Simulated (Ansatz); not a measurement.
# Single-point calculation of C3H6O2Si

System: C3H6O2Si, SMILES C=C(O)[SiH2]C=O.
Method: RHF-MP2, frozen core/def2-QZVPP (Ansatz 0.2.0).

The geometry comes from this level: PBE0-D4/def2-TZVP.

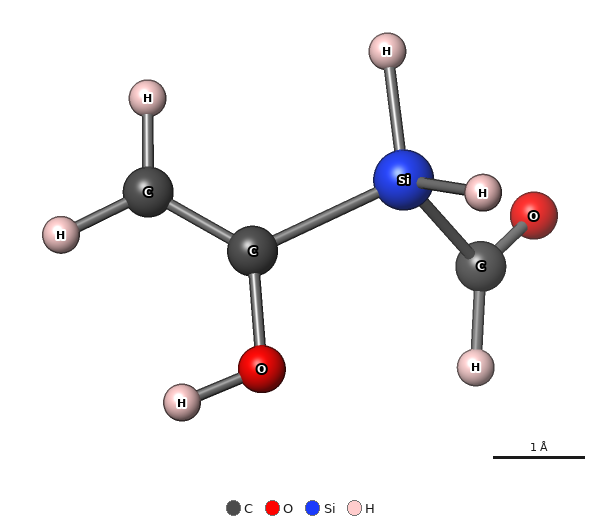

Fig. 1: The structure as given in the input (ball-and-stick view, seen at a tilt).

**Key numbers**

```csv
quantity,value
outcome,converged
total energy,−15156.4274 eV
mean-field energy,−15125.4208 eV
SCF solution under orbital rotations,stable
hardware,"4 threads of Arm Neoverse V1, 23 GiB of memory available, shared host"
wall time,31 s (CPU time 2 min)
peak memory,3.8 GiB
```

**The input**
```yaml
crystal:
  periodic: [false, false, false]
  atoms:
    - {symbol: C, position_ang: [-1.871765, -0.559219, -0.198646]}
    - {symbol: C, position_ang: [-0.551628, -0.707771, -0.096882]}
    - {symbol: O, position_ang: [0.163004, -1.687164, -0.717933]}
    - {symbol: Si, position_ang: [0.531496, 0.454308, 0.899826]}
    - {symbol: C, position_ang: [1.771364, 1.323155, -0.294296]}
    - {symbol: O, position_ang: [2.030277, 2.497051, -0.215777]}
    - {symbol: H, position_ang: [-2.487022, -1.231079, -0.793228]}
    - {symbol: H, position_ang: [-2.373901, 0.246876, 0.318448]}
    - {symbol: H, position_ang: [-0.430537, -2.243051, -1.236993]}
    - {symbol: H, position_ang: [1.338304, -0.323049, 1.877996]}
    - {symbol: H, position_ang: [-0.307144, 1.472459, 1.571908]}
    - {symbol: H, position_ang: [2.264451, 0.702184, -1.080425]}
basis:
  gaussian: {orbitals: "def2-QZVPP.json"}
correlation: {method: mp2}
```

Launched with:
```bash
ansatz run in.yaml --threads 4 --pin off --events-out ev --progress --plain --max-ram 10444MiB
```

**Output**
```
Functional definition: HF
  name "HF"
  cite "Fock, Z. Phys. 61, 126 (1930) doi:10.1007/BF01340294"
  parent pbe
  exchange = exact_x
  correlation = 0
3234 factors; integrals over basis functions are off by at most 6.9e-4 eV
mean field evaluation 1: about -15119.9237 eV, gradient 4.7e1 eV
mean field evaluation 2: about -15120.1033 eV, gradient 4.7e1 eV
mean field evaluation 4: about -15125.2827 eV, gradient 6.3e0 eV
mean field evaluation 8: about -15125.4184 eV, gradient 5.6e-1 eV
mean field evaluation 16: about -15125.4208 eV, gradient 2.7e-6 eV
mean field -15125.42076680 eV, -555.8489608016 hartree, gradient 2.7e-6 eV, S^2 0.000000; 0 other end points of the search recorded, 0 dependent functions left out
10 core orbitals not correlated: weight in the atoms' cores, before any rotation towards them, 1.000 or more for the frozen orbitals, at most 0.000 for the correlated occupied ones
reference -15125.42076680 eV, -555.8489608016 hartree; 17, 17 occupied and 508, 508 virtual orbitals, 3234 factors
second order -31.00665853 eV of doubles, -0.00000000 eV of singles
Total energy: -15156.42742534 eV, -556.9884344856 hartree
```
